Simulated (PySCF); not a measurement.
System (SMILES): [C-]#[S+] (C-S).
Geometry (B3LYP-D3(BJ)/def2-TZVP, fixed):
```xyz
2

C      0.0000     0.0000    -1.1142
S      0.0000     0.0000     0.4178
```

Basis-set convergence of the isotropic shielding of S2 at PBE with PySCF. GIAO, no density fitting; atoms are numbered in the order shown. All functions are spherical. No added dispersion term, no relativity. Reference: the value in pcSseg-3, -63.76 ppm, itself unsure by roughly 2.85 ppm (its mean distance from cc-pCVQZ, cc-pV(5+d)Z, pcseg-3). Deviations are taken from unrounded values. Cost is core time over that of aug-cc-pV(T+d)Z, rough, on shared machines of one kind; a dash marks a row that isn't timed (too short, read off another run, short of memory, by another algorithm or on other hardware).

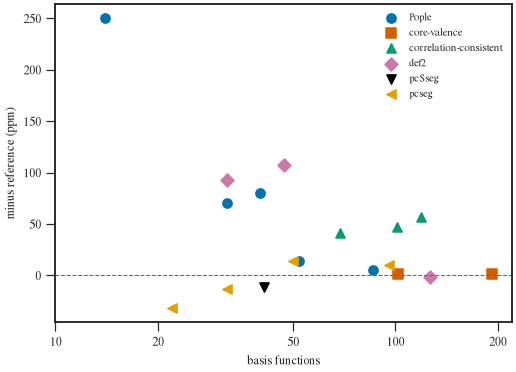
Figure: Deviation from the reference against the number of basis functions, by family of sets.

| basis | functions | isotropic shielding of S2 (ppm) | minus reference (ppm) | cost |
|---|---|---|---|---|
| STO-3G | 14 | 186.56 | 250.32 | - |
| pcseg-0 | 22 | -95.17 | -31.41 | - |
| 6-31G** | 32 | 6.26 | 70.02 | - |
| def2-SVP | 32 | 28.72 | 92.48 | - |
| pcseg-1 | 32 | -77.22 | -13.46 | - |
| 6-31+G* | 40 | 16.42 | 80.19 | - |
| pcSseg-1 | 41 | -75.55 | -11.79 | - |
| def2-SVPD | 47 | 43.65 | 107.41 | - |
| aug-pcseg-1 | 50 | -49.72 | 14.04 | - |
| 6-311+G** | 52 | -49.91 | 13.85 | - |
| cc-pV(T+d)Z | 69 | -22.74 | 41.02 | - |
| 6-311++G(3df,3pd) | 86 | -58.29 | 5.47 | 0.6× |
| aug-pcseg-2 | 96 | -53.62 | 10.14 | 0.6× |
| aug-cc-pV(T+d)Z | 101 | -16.26 | 47.50 | 1× |
| cc-pCVTZ | 102 | -62.51 | 1.25 | 0.8× |
| cc-pV(Q+d)Z | 119 | -6.75 | 57.02 | 2× |
| def2-QZVPP | 127 | -65.73 | -1.97 | 2× |
| cc-pCVQZ | 193 | -62.53 | 1.23 | 10× |
